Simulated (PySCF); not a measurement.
# M06-2X/STO-3G run of CH2F2 (difluoromethane)

Aim: the vertical singlet–triplet gap of CH2F2 (difluoromethane) at M06-2X/STO-3G, from 2 runs. Input form: a Python script.

The calculation is run with PySCF 2.14.0.

9 further runs of the same task are left out: 3 that didn't finish, 6 set aside as unsound or not needed.

### Step 1. The molecule

CH2F2: 5 atoms, total charge 0, spin state singlet. As SMILES, `FCF`. The coordinates come from a PBE0-D4/def2-TZVP relaxation.

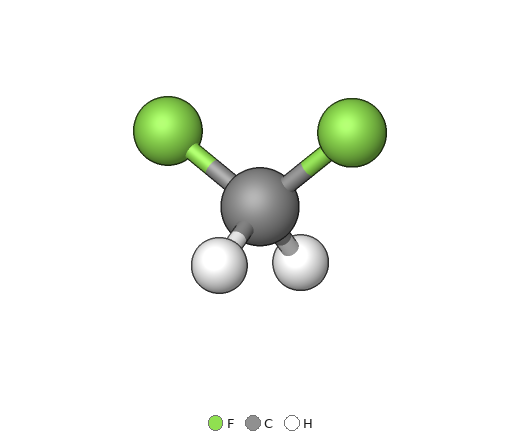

Viewed from a chosen angle; fluorine green, carbon grey, hydrogen white.

### Step 2. The energy at M06-2X/STO-3G

Contents of job.py:

```python
# FCF
from pyscf import gto, dft

mol = gto.Mole()
mol.atom = '''
F   -1.073300   0.191200   0.698300
C    0.010100  -0.016900  -0.082300
F    1.090500  -0.179200   0.713200
H   -0.142700  -0.932900  -0.659500
H    0.165300   0.864200  -0.711100
'''
mol.basis = 'sto-3g'
mol.verbose = 3
mol.max_memory = 1860
mol.build()

calc0 = dft.RKS(mol, xc='m06-2x')
calc0.conv_tol = 1e-10
calc0.grids.level = 5
calc0.kernel()
if not calc0.converged:
    calc0 = calc0.newton().run(calc0.mo_coeff, calc0.mo_occ)

e_tot = calc0.e_tot
print('E(%s) = %.9f' % ('M06-2X', e_tot))
```

Run with:

```
OMP_NUM_THREADS=1 python job.py
```

What it wrote:

```text
converged SCF energy = -235.596048244447
E(M06-2X) = -235.596048244
```

It took 3.3 s on 1 thread of Arm Neoverse V1, shared host; peak memory 0.19 GiB.

### Step 3. The triplet

Contents of run.py:

```python
from pyscf import gto, dft

molecule = gto.M(
    atom='''
F       -1.073300       0.191200       0.698300
C        0.010100      -0.016900      -0.082300
F        1.090500      -0.179200       0.713200
H       -0.142700      -0.932900      -0.659500
H        0.165300       0.864200      -0.711100
''',
    verbose=3,
    max_memory=1860,
    basis='sto-3g',
    spin=2,
)

myscf = dft.UKS(molecule, xc='m06-2x')
myscf.grids.level = 5
myscf.conv_tol = 1e-10
myscf.kernel()
if not myscf.converged:
    myscf = myscf.newton().run(myscf.mo_coeff, myscf.mo_occ)

e_final = myscf.e_tot
print(f'total energy: {e_final:.8f} hartree')
```

Run with:

```
OMP_NUM_THREADS=1 python run.py
```

What it wrote:

```text
WARN: HOMO 0.277972577344521 >= LUMO -0.339138151329472

WARN: HOMO 0.210224629267587 >= LUMO -0.0229763176862582

WARN: HOMO 0.215262983066439 >= LUMO -0.0521247283743469

WARN: HOMO 0.200143250277649 >= LUMO -0.0503757791362549

WARN: HOMO 0.203456538328388 >= LUMO -0.0477490610729313

WARN: HOMO 0.203164499230906 >= LUMO -0.0482358108895895

WARN: HOMO 0.202802696511684 >= LUMO -0.0487127440627669

WARN: HOMO 0.202822961271375 >= LUMO -0.0485190724325898

WARN: HOMO 0.202820402673963 >= LUMO -0.0485426099941736

WARN: HOMO 0.202818761145117 >= LUMO -0.0485491746890859

WARN: HOMO 0.202820129883115 >= LUMO -0.0485530487754766

WARN: HOMO 0.202820274115619 >= LUMO -0.0485528631398275

WARN: HOMO 0.202820155997894 >= LUMO -0.0485528448091496

WARN: HOMO 0.202820231370798 >= LUMO -0.0485528439730154

WARN: HOMO 0.202820247446417 >= LUMO -0.0485528516530607

WARN: HOMO 0.202820226905688 >= LUMO -0.0485528579212077

converged SCF energy = -235.129861918342  <S^2> = 2.0023433  2S+1 = 3.0015618
total energy: -235.12986192 hartree
```

Wall time 9 s (1 thread of Arm Neoverse V1, shared host); peak memory 0.21 GiB.

### Step 4. What came out

At M06-2X/STO-3G:

```
                                        quantity          value
                           singlet: total energy  -235.59605 Eh
                          singlet: dipole moment         1.02 D
                            singlet: HOMO energy       -7.43 eV
                            singlet: LUMO energy       11.07 eV
                          singlet: HOMO–LUMO gap       18.50 eV
                           triplet: total energy  -235.12986 Eh
                          triplet: dipole moment         0.19 D
                                   triplet: ⟨S²⟩          2.002
vertical energy of the triplet above the singlet      12.686 eV
```

**Reading.** At this shape the triplet lies 12.69 eV (1224 kJ/mol) above the singlet. In a minimal basis such a difference can be off by several eV, whatever the method. Mulliken charges (triplet) run from -0.11 on C2 to +0.09 on H5.
